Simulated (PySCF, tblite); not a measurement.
# B₁₄N₁₄H₁₈: electronic excitations, NMR shifts

Wanted: electronic excitations, NMR shifts for B₁₄N₁₄H₁₈.

Programs: tblite 0.8.0 and PySCF 2.14.0, with routines of our own; each step states its level. All values are computed. Atoms count from 0.

## 1. The system as given

46 atoms, charge 0, multiplicity 1; geometry from: force field, distance geometry or constructed start.

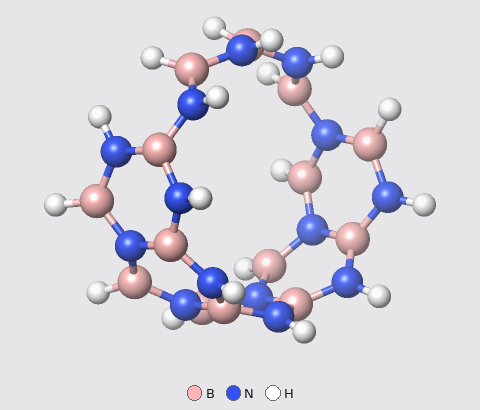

The starting geometry (boron pink, nitrogen blue, hydrogen white).

## 2. Optimising the geometry with GFN2-xTB

What the job is given:

```
{"job": {"kind": "relax", "xc": "GFN2-xTB", "basis": "xTB"}, "charge": 0, "multiplicity": 1}
B      3.483200     1.266100     0.148100
N      2.851400     2.426000    -0.450500
B      1.973600     3.183000     0.405000
N      0.731700     3.632900    -0.195600
B     -0.437000     3.602200     0.661700
N     -1.655100     3.106900     0.062300
B     -1.772700     3.025900    -1.379300
N     -2.667400     2.069000    -1.967800
B     -2.501700     2.306000     0.912100
N     -3.080600     1.126100     0.320800
B     -3.114300     0.982900    -1.123800
N     -3.143000    -0.330600    -1.715100
B     -3.181700    -0.036800     1.171800
N     -2.813500    -1.300100     0.570800
B     -2.748200    -1.423600    -0.867200
N     -1.891900    -2.423800    -1.454500
B     -2.112200    -2.231200     1.422000
N     -1.000900    -2.933300     0.826800
B     -0.862200    -2.977700    -0.610700
N      0.443400    -3.147600    -1.203800
B      0.144800    -3.151100     1.676900
N      1.439800    -2.928400     1.081900
B      1.580100    -2.869900    -0.352300
N      2.654300    -2.134700    -0.953700
B      2.444900    -2.328500     1.930600
N      3.250600    -1.300400     1.338900
B      3.321500    -1.165200    -0.105300
N      3.628100     0.109600    -0.696700
H      3.844500     1.269300     1.259100
H      3.034800     2.695100    -1.428200
H      2.243400     3.430900     1.514300
H      0.682500     3.951200    -1.177100
H     -0.398700     3.967000     1.767800
H     -1.139200     3.733500    -2.054400
H     -2.983600     2.151800    -2.960600
H     -2.718300     2.606500     2.021100
H     -3.430900    -0.475900    -2.707100
H     -3.534700     0.042100     2.275600
H     -2.005900    -2.731500    -2.448800
H     -2.434900    -2.411000     2.533700
H      0.555900    -3.454600    -2.190600
H      0.037900    -3.507500     2.790500
H      2.952300    -2.278300    -1.943700
H      2.593200    -2.666700     3.039300
H      3.793300    -0.648100     1.945100
H      3.941200     0.192800    -1.689200
```

On the command line:

```console
> OMP_NUM_THREADS=2 python large_run.py task.json out
```

One launch serves the whole session: the jobs run in the order shown.

The program printed:

```text
step      E/eV     max force
  0   -1858.76660    1.655
  1   -1859.34281    1.195
  2   -1859.83754    0.904
  3   -1860.09928    0.913
  4   -1860.21699    0.484
  5   -1860.27218    0.450
  6   -1860.34102    0.334
  7   -1860.37884    0.268
  8   -1860.41211    0.234
  9   -1860.43825    0.265
 10   -1860.46414    0.316
 11   -1860.49077    0.273
 12   -1860.51846    0.276
 13   -1860.54509    0.318
 14   -1860.57010    0.326
 15   -1860.58987    0.230
 16   -1860.60448    0.162
 17   -1860.61498    0.151
 18   -1860.62275    0.165
 19   -1860.63015    0.160
 20   -1860.63828    0.147
 21   -1860.64637    0.147
 22   -1860.65332    0.159
 23   -1860.65921    0.123
 24   -1860.66496    0.124
 25   -1860.67001    0.115
 26   -1860.67371    0.085
 27   -1860.67661    0.091
 28   -1860.67966    0.104
 29   -1860.68302    0.090
 30   -1860.68605    0.083
 31   -1860.68832    0.074
 32   -1860.69030    0.071
 33   -1860.69250    0.087
 34   -1860.69484    0.079
 35   -1860.69709    0.071
 36   -1860.69923    0.075
 37   -1860.70132    0.072
 38   -1860.70319    0.068
 39   -1860.70461    0.066
 40   -1860.70574    0.062
 41   -1860.70681    0.050
 42   -1860.70788    0.058
 43   -1860.70877    0.060
 44   -1860.70945    0.042
 45   -1860.71001    0.036
 46   -1860.71049    0.035
 47   -1860.71089    0.041
 48   -1860.71123    0.033
 49   -1860.71157    0.040
 50   -1860.71193    0.040
 51   -1860.71225    0.031
 52   -1860.71251    0.028
 53   -1860.71274    0.029
 54   -1860.71299    0.028
 55   -1860.71325    0.026
 56   -1860.71344    0.022
 57   -1860.71358    0.018
```

Wall time 3 s (2 threads of Arm Neoverse N1, shared host); peak memory 0.16 GiB.

Along the way:

```csv
step,energy from step 0 (eV),largest force (eV/Å)
0,0.0000,1.6544
1,-0.5762,1.1951
2,-1.0709,0.9039
3,-1.3327,0.9129
4,-1.4504,0.4837
5,-1.5056,0.4497
6,-1.5744,0.3343
7,-1.6122,0.2683
8,-1.6455,0.2348
12,-1.7519,0.2754
16,-1.8379,0.1624
20,-1.8717,0.1466
24,-1.8984,0.1237
28,-1.9131,0.1047
32,-1.9237,0.0717
36,-1.9326,0.0752
40,-1.9391,0.0620
44,-1.9429,0.0414
48,-1.9446,0.0337
53,-1.9461,0.0289
54,-1.9464,0.0282
55,-1.9467,0.0258
56,-1.9468,0.0221
57,-1.9470,0.0178
```

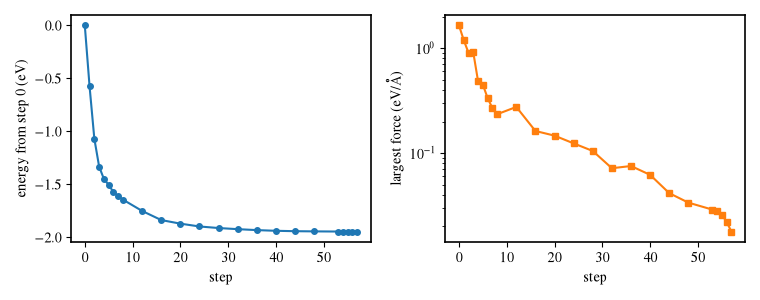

Energy and force, step by step.

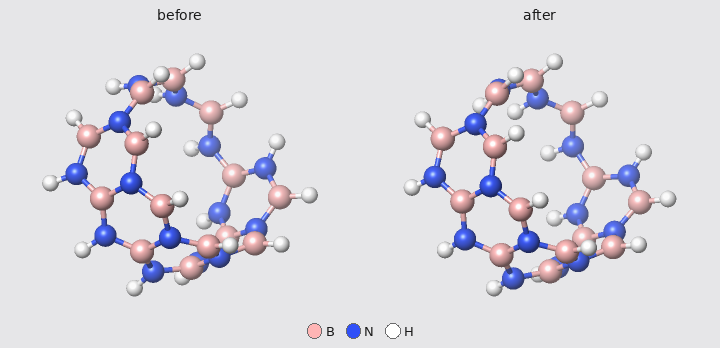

Before and after, at one scale.

Close pairs (by a distance rule), those that changed most:

```
   bond  before (Å)  after (Å)  change (Å)
N15–H38       1.047      1.009      -0.038
 N7–H34       1.045      1.009      -0.037
N25–H44       1.043      1.007      -0.036
N23–H42       1.044      1.009      -0.034
N11–H36       1.043      1.009      -0.034
N27–H45       1.044      1.012      -0.032
N19–H40       1.040      1.009      -0.030
  N3–B4       1.450      1.421      -0.029
```

The next job starts from the end point, and lists it.

## 3. Electronic excitations: TDA PBE0/6-31G*

What the job is given:

```
{"job": {"kind": "uv", "basis": "6-31G*", "grid": 1, "kgrid": 0, "vcut": 1.5, "nstates": 6, "ntriplets": 2, "tda": true, "delta": [], "pop": true, "xc": "PBE0"}, "charge": 0, "multiplicity": 1}
B      3.600114     1.321029     0.207567
N      2.871094     2.407661    -0.350275
B      2.004322     3.253822     0.403238
N      0.741663     3.600802    -0.153180
B     -0.475161     3.733433     0.568574
N     -1.673517     3.189986    -0.026935
B     -1.936750     3.158564    -1.435758
N     -2.697466     2.095362    -1.965558
B     -2.416525     2.306758     0.833142
N     -2.973697     1.114046     0.277129
B     -2.992092     0.950086    -1.153691
N     -3.131361    -0.354452    -1.707553
B     -3.134529    -0.046241     1.113092
N     -2.821298    -1.319521     0.548295
B     -2.708827    -1.448063    -0.884511
N     -1.971788    -2.544257    -1.424955
B     -2.152195    -2.278796     1.388206
N     -1.027814    -2.958316     0.824849
B     -0.876381    -2.982065    -0.609652
N      0.420078    -3.195115    -1.164719
B      0.130583    -3.155442     1.654391
N      1.413370    -2.898065     1.080909
B      1.520209    -2.768661    -0.352568
N      2.609217    -2.038595    -0.915389
B      2.492050    -2.410858     1.900634
N      3.427316    -1.536508     1.309366
B      3.349949    -1.156138    -0.066117
N      3.762123     0.130483    -0.562800
H      3.946625     1.365955     1.321779
H      2.605080     2.288763    -1.321471
H      2.277328     3.554463     1.496744
H      0.602774     3.319867    -1.116952
H     -0.460205     4.121537     1.670978
H     -1.525569     3.996758    -2.153727
H     -2.878053     2.061328    -2.957347
H     -2.459191     2.501416     1.987054
H     -3.138495    -0.464243    -2.710912
H     -3.383147     0.065952     2.250586
H     -1.906605    -2.642166    -2.427375
H     -2.418148    -2.377748     2.523109
H      0.527312    -3.206419    -2.168275
H      0.015538    -3.379964     2.797241
H      2.617405    -1.886582    -1.913306
H      2.554044    -2.670554     3.040744
H      4.075982    -1.042188     1.900223
H      3.592480     0.242590    -1.554666
```

Level: TDA PBE0/6-31G*, vertical, gas phase, core orbitals frozen in the response, virtual orbitals cut by energy.

The program printed:

```text
start: PBE on a coarse grid of 38588 points
cycle   1  E = -1124.7327672572  dE =  4.438e+00  |g| = 1.426e+00  |ddm| = 7.295e+00
cycle   2  E = -1123.9191581289  dE =  8.136e-01  |g| = 2.357e+00  |ddm| = 3.521e+00
cycle   3  E = -1125.1989771655  dE = -1.280e+00  |g| = 2.495e-01  |ddm| = 2.336e+00
cycle   4  E = -1125.2146289611  dE = -1.565e-02  |g| = 7.604e-02  |ddm| = 3.037e-01
cycle   5  E = -1125.2157833201  dE = -1.154e-03  |g| = 3.029e-02  |ddm| = 8.015e-02
cycle   6  E = -1125.2159833129  dE = -2.000e-04  |g| = 1.023e-02  |ddm| = 3.698e-02
cycle   7  E = -1125.2160100759  dE = -2.676e-05  |g| = 2.810e-03  |ddm| = 1.231e-02
final grid: 169569 points
cycle   8  E = -1125.1221074899  dE = -1.757e-02  |g| = 3.960e-02  |ddm| = 5.630e-01
cycle   9  E = -1125.1223396534  dE = -2.322e-04  |g| = 2.877e-02  |ddm| = 7.976e-02
cycle  10  E = -1125.1225520950  dE = -2.124e-04  |g| = 8.409e-03  |ddm| = 3.517e-02
cycle  11  E = -1125.1225648215  dE = -1.273e-05  |g| = 2.563e-03  |ddm| = 7.971e-03
cycle  12  E = -1125.1225669279  dE = -2.106e-06  |g| = 7.554e-04  |ddm| = 2.930e-03
cycle  13  E = -1125.1225697792  dE = -2.851e-06  |g| = 2.679e-04  |ddm| = 7.958e-04
cycle  14  E = -1125.1225672095  dE =  2.570e-06  |g| = 5.575e-05  |ddm| = 2.413e-04
converged SCF energy = -1125.1225672095

Static polarisability (au): isotropic 227.739, principal 211.586 234.821 236.811

Singlet excitations
state   eV       nm        f      main configurations
  1   5.7626    215.2   0.05898   H->L 0.76, H-2->L 0.10
  2   6.0376    205.4   0.02092   H-1->L 0.61, H->L+2 0.11
  3   6.2653    197.9   0.00518   H->L+2 0.36, H-1->L 0.20, H->L+3 0.11
  4   6.3233    196.1   0.10569   H->L+1 0.42, H-2->L 0.23, H->L+3 0.14
  5   6.3589    195.0   0.04286   H->L+1 0.38, H-2->L 0.19, H->L+2 0.13
  6   6.3770    194.4   0.01970   H-1->L+1 0.47, H->L+2 0.13, H-1->L+2 0.12

Triplet excitations (Tamm-Dancoff, eV): 5.4209 5.7906
```

Run time: 100 s. Hardware: 2 threads of Arm Neoverse N1, shared host; peak memory 1.3 GiB.

Frontier orbitals and where they lie:

```
orbital     eV                         atoms
 HOMO−4  -7.82  N23 18 %, N13 11 %, N15 11 %
 HOMO−3  -7.38  N11 16 %, N13 11 %, N27 11 %
 HOMO−2  -7.31    N5 16 %, N21 13 %, N3 12 %
 HOMO−1  -6.87  N23 23 %, N19 22 %, N27 13 %
   HOMO  -6.78  N15 13 %, N11 12 %, N21 10 %
   LUMO  -0.03      B6 34 %, B4 21 %, B8 8 %
 LUMO+1   0.41  B12 34 %, B20 10 %, B14 10 %
 LUMO+2   0.46    B8 21 %, B16 16 %, B2 14 %
 LUMO+3   0.60  B16 25 %, B20 21 %, B24 14 %
```

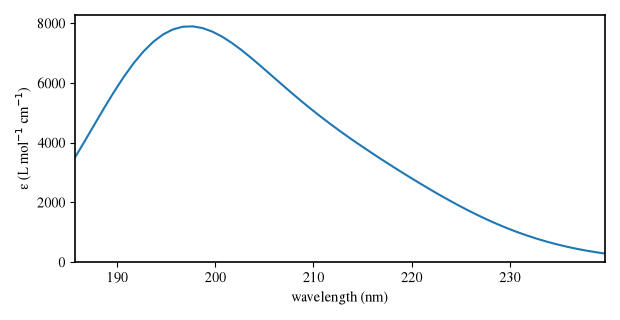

Absorption spectrum: each of the 6 states is a Gaussian band of 0.4 eV half-width at 1/e. Beyond the last state computed it falls off for lack of states.

Further results of this job:

| property | computed |
| --- | --- |
| dipole moment (D) | 8.49 |
| polarisability (Å³) | 33.75 |
| HOMO–LUMO gap (eV) | 6.75 |
| −ε(HOMO) (eV) | 6.78 |

## 4. NMR shifts: GIAO KT3/pcSseg-1

Settings changed since step 3:

```diff
@@ -1,2 +1,2 @@
-{"job": {"kind": "uv", "basis": "6-31G*", "grid": 1, "kgrid": 0, "vcut": 1.5, "nstates": 6, "ntriplets": 2, "tda": true, "delta": [], "pop": true, "xc": "PBE0"}, "charge": 0, "multiplicity": 1}
+{"job": {"kind": "nmr", "xc": "KT3", "basis": "pcSseg-1", "pop": false}, "charge": 0, "multiplicity": 1}
 B      3.600114     1.321029     0.207567
```

Level: GIAO KT3/pcSseg-1 NMR shielding, non-relativistic, gas phase.

The program printed:

```text
start: PBE on a coarse grid of 38588 points
cycle   1  E = -1124.2992052273  dE =  4.326e+00  |g| = 1.426e+00  |ddm| = 6.592e+00
cycle   2  E = -1123.4381963550  dE =  8.610e-01  |g| = 2.426e+00  |ddm| = 3.337e+00
cycle   3  E = -1124.7491033202  dE = -1.311e+00  |g| = 2.472e-01  |ddm| = 2.295e+00
cycle   4  E = -1124.7641165532  dE = -1.501e-02  |g| = 7.779e-02  |ddm| = 2.972e-01
cycle   5  E = -1124.7653085508  dE = -1.192e-03  |g| = 2.968e-02  |ddm| = 7.480e-02
cycle   6  E = -1124.7654848530  dE = -1.763e-04  |g| = 1.128e-02  |ddm| = 3.403e-02
cycle   7  E = -1124.7655104937  dE = -2.564e-05  |g| = 2.919e-03  |ddm| = 1.234e-02
final grid: 358909 points
cycle   8  E = -1144.3337284185  dE = -5.662e-02  |g| = 1.626e-01  |ddm| = 5.698e-01
cycle   9  E = -1144.3226731451  dE =  1.106e-02  |g| = 2.767e-01  |ddm| = 3.254e-01
cycle  10  E = -1144.3395565287  dE = -1.688e-02  |g| = 1.491e-02  |ddm| = 2.054e-01
cycle  11  E = -1144.3396107487  dE = -5.422e-05  |g| = 6.287e-03  |ddm| = 2.144e-02
cycle  12  E = -1144.3396184650  dE = -7.716e-06  |g| = 2.151e-03  |ddm| = 6.473e-03
cycle  13  E = -1144.3396199111  dE = -1.446e-06  |g| = 6.442e-04  |ddm| = 2.168e-03
cycle  14  E = -1144.3396180991  dE =  1.812e-06  |g| = 1.589e-04  |ddm| = 6.050e-04
cycle  15  E = -1144.3396176251  dE =  4.741e-07  |g| = 6.380e-05  |ddm| = 1.848e-04
converged SCF energy = -1144.3396176251

GIAO shielding tensors (ppm)
atom      isotropic    diamagn.    paramagn.     s11        s22        s33       span
  0 B       73.589     208.979    -135.391     48.994     60.312    111.460     62.466
  1 N      117.549     343.146    -225.597     30.319    138.910    183.418    153.099
  2 B       74.628     208.109    -133.481     52.999     60.096    110.790     57.791
  3 N      103.930     345.057    -241.127      7.172    115.632    188.987    181.815
  4 B       69.557     207.613    -138.056     48.755     54.515    105.400     56.645
  5 N       88.878     345.611    -256.733    -10.897     41.636    235.894    246.791
  6 B       76.502     210.612    -134.111     49.098     66.939    113.469     64.372
  7 N      135.948     334.901    -198.953     30.439    166.444    210.962    180.523
  8 B       73.199     208.315    -135.116     52.261     58.911    108.426     56.165
  9 N       99.548     347.437    -247.890     16.931     27.743    253.969    237.038
 10 B       80.349     215.215    -134.866     60.592     74.175    106.279     45.687
 11 N      159.558     339.680    -180.122     88.186    181.788    208.701    120.515
 12 B       69.985     206.957    -136.972     51.260     55.393    103.303     52.043
 13 N       97.227     349.150    -251.923     13.413     32.658    245.609    232.197
 14 B       78.777     217.153    -138.377     58.107     74.069    104.154     46.047
 15 N      159.074     341.155    -182.082     85.436    181.337    210.448    125.012
 16 B       69.709     206.281    -136.572     51.329     54.668    103.128     51.799
 17 N       98.099     348.989    -250.890     17.363     30.941    245.992    228.630
 18 B       78.606     217.480    -138.875     58.089     73.895    103.833     45.745
 19 N      159.426     342.022    -182.596     87.276    181.607    209.395    122.120
 20 B       70.278     205.225    -134.947     52.109     55.956    102.769     50.660
 21 N      105.794     344.907    -239.113     28.286     36.405    252.690    224.404
 22 B       79.179     216.059    -136.880     59.921     72.975    104.642     44.721
 23 N      154.559     342.848    -188.289     86.511    179.492    197.675    111.164
 24 B       73.574     204.185    -130.611     49.736     63.699    107.287     57.551
 25 N      144.425     334.169    -189.744     49.978    162.631    220.666    170.688
 26 B       79.258     212.802    -133.544     65.406     68.139    104.230     38.824
 27 N      145.506     342.730    -197.224     73.309    167.816    195.393    122.084
 28 H       27.242      39.503     -12.261     24.914     27.443     29.370      4.456
 29 H       28.029      48.743     -20.714     26.495     27.654     29.937      3.442
 30 H       27.290      37.457     -10.167     25.309     28.006     28.556      3.247
 31 H       27.748      50.490     -22.742     25.131     26.904     31.209      6.078
 32 H       26.807      36.281      -9.474     25.284     27.171     27.967      2.683
 33 H       27.018      34.811      -7.793     24.700     27.754     28.599      3.900
 34 H       26.873      36.646      -9.773     23.008     26.864     30.748      7.740
 35 H       26.890      37.741     -10.851     24.638     27.539     28.494      3.856
 36 H       28.292      41.643     -13.350     23.638     28.762     32.477      8.839
 37 H       26.662      36.383      -9.721     24.530     27.364     28.092      3.562
 38 H       28.496      42.615     -14.119     24.107     28.868     32.513      8.406
 39 H       26.586      35.324      -8.738     24.521     27.165     28.071      3.550
 40 H       28.592      43.776     -15.184     24.230     29.057     32.489      8.259
 41 H       26.757      34.830      -8.074     24.436     27.530     28.303      3.867
 42 H       28.654      45.941     -17.286     24.673     29.377     31.913      7.240
 43 H       27.127      33.252      -6.125     24.622     27.659     29.101      4.479
 44 H       26.833      35.421      -8.588     22.367     26.528     31.602      9.235
 45 H       28.938      46.379     -17.441     25.881     29.801     31.133      5.252
```

Run time: 82 s. Hardware: 2 threads of Arm Neoverse N1, shared host; peak memory 1.3 GiB.

Shifts follow as δ = σ(reference) − σ, with reference shieldings (ppm) from runs at the same level and on the same kind of geometry: ¹H TMS 31.76, ¹⁵N NH3 264.4, ¹¹B BF3·OEt2 100.0. The references are single molecules in the gas phase, so shifts against H2O, NH3, PH3, H3PO4 or CFCl3 are not on the usual liquid scales and can be off by tens of ppm.

```
atoms                           environment  σ (ppm)  δ (ppm)
  H39     hydrogen on a boron bonded to 2 N    26.59     5.17
  H37     hydrogen on a boron bonded to 2 N    26.66     5.10
  H41     hydrogen on a boron bonded to 2 N    26.76     5.00
  H32     hydrogen on a boron bonded to 2 N    26.81     4.95
  H44  hydrogen on a nitrogen bonded to 2 B    26.83     4.93
  H34  hydrogen on a nitrogen bonded to 2 B    26.87     4.89
  H35     hydrogen on a boron bonded to 2 N    26.89     4.87
  H33     hydrogen on a boron bonded to 2 N    27.02     4.74
  H43     hydrogen on a boron bonded to 2 N    27.13     4.63
  H28     hydrogen on a boron bonded to 2 N    27.24     4.52
  H30     hydrogen on a boron bonded to 2 N    27.29     4.47
  H31  hydrogen on a nitrogen bonded to 2 B    27.75     4.01
  H29  hydrogen on a nitrogen bonded to 2 B    28.03     3.73
  H36  hydrogen on a nitrogen bonded to 2 B    28.29     3.47
  H38  hydrogen on a nitrogen bonded to 2 B    28.50     3.26
  H40  hydrogen on a nitrogen bonded to 2 B    28.59     3.17
  H42  hydrogen on a nitrogen bonded to 2 B    28.65     3.11
  H45  hydrogen on a nitrogen bonded to 2 B    28.94     2.82
   B4                boron bonded to 2 N, H     69.6     30.4
  B16                boron bonded to 2 N, H     69.7     30.3
  B12                boron bonded to 2 N, H     70.0     30.0
  B20                boron bonded to 2 N, H     70.3     29.7
   B8                boron bonded to 2 N, H     73.2     26.8
  B24                boron bonded to 2 N, H     73.6     26.4
   B0                boron bonded to 2 N, H     73.6     26.4
   B2                boron bonded to 2 N, H     74.6     25.3
   B6                boron bonded to 2 N, H     76.5     23.5
  B18                   boron bonded to 3 N     78.6     21.4
  B14                   boron bonded to 3 N     78.8     21.2
  B22                   boron bonded to 3 N     79.2     20.8
  B26                   boron bonded to 3 N     79.3     20.7
  B10                   boron bonded to 3 N     80.3     19.6
   N5                nitrogen bonded to 3 B     88.9    175.5
  N13                nitrogen bonded to 3 B     97.2    167.2
  N17                nitrogen bonded to 3 B     98.1    166.3
   N9                nitrogen bonded to 3 B     99.5    164.8
   N3             nitrogen bonded to 2 B, H    103.9    160.5
  N21                nitrogen bonded to 3 B    105.8    158.6
   N1             nitrogen bonded to 2 B, H    117.5    146.8
   N7             nitrogen bonded to 2 B, H    135.9    128.4
```

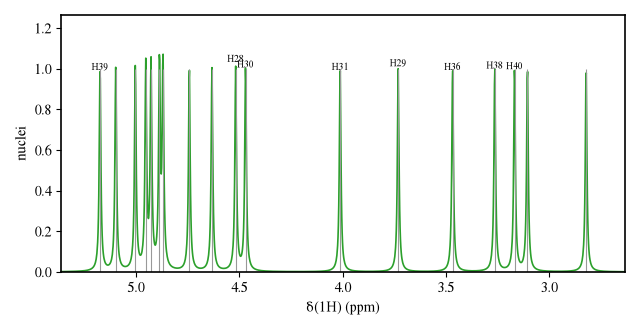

¹H lines at the computed shifts, without couplings. Lines are broadened to a width of 0.01 ppm (Lorentzian).

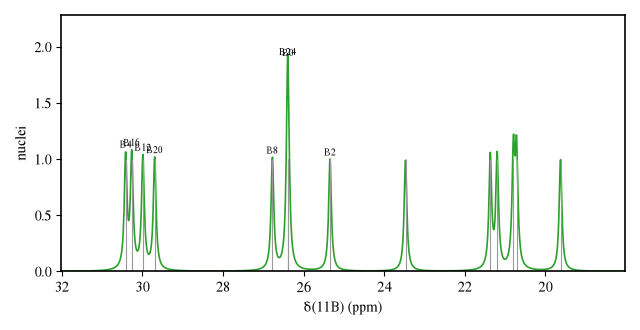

¹¹B lines at the computed shifts, without couplings. Lines are broadened to a width of 0.08 ppm (Lorentzian).

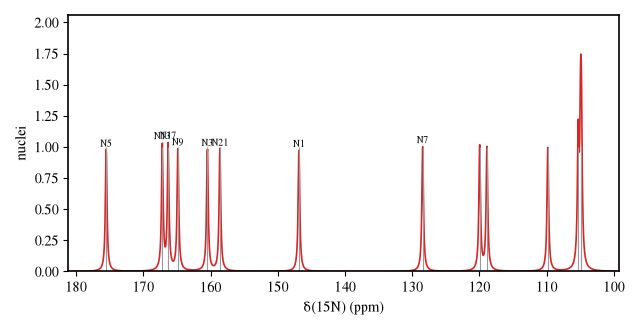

¹⁵N lines at the computed shifts, without couplings. Lines are broadened to a width of 0.28 ppm (Lorentzian).

Ring of atoms N5, B6, N7, B8, N9, B10: NICS(0) -1.6, NICS(1) -2.6, NICS(1)zz -2.9 ppm (means of both faces).

Ring of atoms N9, B10, N11, B12, N13, B14: NICS(0) -1.6, NICS(1) -2.2, NICS(1)zz -0.7 ppm (means of both faces; NICS(1) differs between them: -3.3 and -1.1).

Ring of atoms N13, B14, N15, B16, N17, B18: NICS(0) -1.5, NICS(1) -2.2, NICS(1)zz -0.1 ppm (means of both faces; NICS(1) differs between them: -3.4 and -0.9).

## 5. Outcome

| quantity | value |
| --- | --- |
| lowest singlet (PBE0/6-31G*) | 5.76 eV (215 nm), f = 0.059 |
| brightest single state of those computed | state 4, 6.32 eV, f = 0.106 |
| lowest triplet | 5.42 eV |
| ¹H shifts against TMS (KT3/pcSseg-1) | 5.17, 5.10, 5.00, 4.95, 4.93, 4.89, 4.87, 4.74, 4.63, 4.52, 4.47, 4.01, 3.73, 3.47 ppm and more |
| ¹¹B shifts against BF3·OEt2 (KT3/pcSseg-1) | 30.4, 30.3, 30.0, 29.7, 26.8, 26.4, 26.4, 25.3, 23.5, 21.4, 21.2, 20.8, 20.7, 19.6 ppm |
| ¹⁵N shifts against NH3 (KT3/pcSseg-1) | 175.5, 167.2, 166.3, 164.8, 160.5, 158.6, 146.8, 128.4, 120.0, 118.9, 109.8, 105.3, 105.0, 104.8 ppm |

In words: The lowest singlet, at 5.76 eV, is HOMO→LUMO 0.76, HOMO−2→LUMO 0.10 and is bright; of the 6 states computed, the strongest absorption comes from state 4 at 6.32 eV. The lowest triplet lies 0.34 eV below the lowest singlet.
